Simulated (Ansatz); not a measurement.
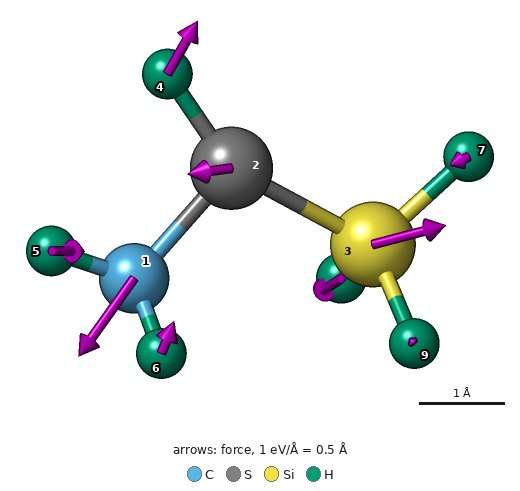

Starting geometry of CH6SSi with the computed forces as purple arrows. Style: ball-and-stick. Shown at a tilt.

The run prepares an end point of a later path (hydrogen shift) calculation, from a guessed geometry.

Theory: RKS PBE/cc-pVDZ (Ansatz 0.2.0). Settings: no spin polarisation; force threshold 0.02 eV/Å; at most 50 steps.

> What follows when this structure is relaxed?

It isn't relaxed: the largest force vector, on the C atom, is 2.35 eV/Å. The final displacements have little in common with the starting forces (cosine between the two patterns 0.26). The largest move after the best rigid fit is that of an H atom, 1.02 Å. Largest moves by element: H 1.02 Å, S 0.54 Å, Si 0.13 Å, C 0.13 Å. Some distances before and after: H–S 1.380 → 1.477 Å, H–Si 1.425 → 1.500 Å, S–Si 2.136 → 2.208 Å, C–H 1.142 → 1.104 Å. Among the angles between lasting bonds that change: Si–S–H 150.3° → 94.7°, C–S–H 104.0° → 121.8°, H–C–H 103.8° → 115.2°. Over 12 accepted moves (14 points after the start) the energy falls by 2.275 eV. Largest force component: 2 eV/Å at the start, 0.011 eV/Å at the end. The line search rejected the trial steps at points 9, 11 of the run.
